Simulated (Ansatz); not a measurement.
```xyz
12

N    -1.1839   -1.0428    1.0515
C    -0.0386   -0.2265    0.7255
Al    1.1518   -1.1942   -0.5546
Al   -0.4719    1.5540   -0.0603
O     0.0072    1.9934   -1.7638
F    -1.5642    2.6991    0.8937
H    -1.6784   -1.2721    0.1521
H    -0.9002   -1.8614    1.5149
H     0.5326   -0.0047    1.7039
H     0.7944   -2.6516   -1.0383
H     2.5330   -0.5076   -0.9996
H     0.8953    2.4591   -1.5910
```

Computed with SCF B3LYP, Gaussian basis (Ansatz).

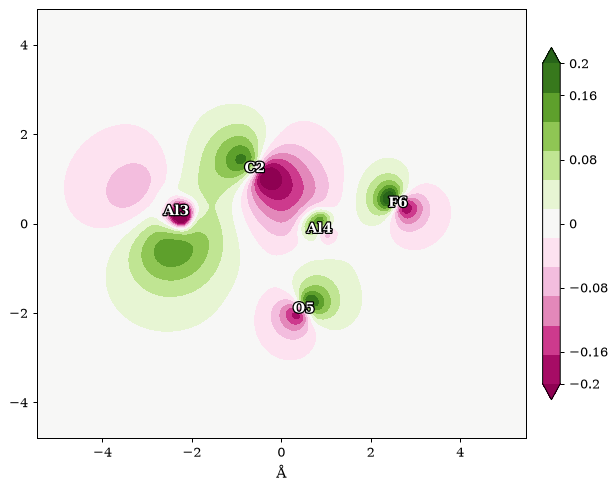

CH6Al2FNO. The HOMO−1 on the plane of atoms O5, Al4 and F6 (values in Å⁻³ᐟ²; the overall sign is arbitrary).

> Describe this orbital and give its energy.

It lies mainly on Al3 (about 30 %), H11 (about 30 %) and H10 (about 25 %). Its energy is −8.50 eV.
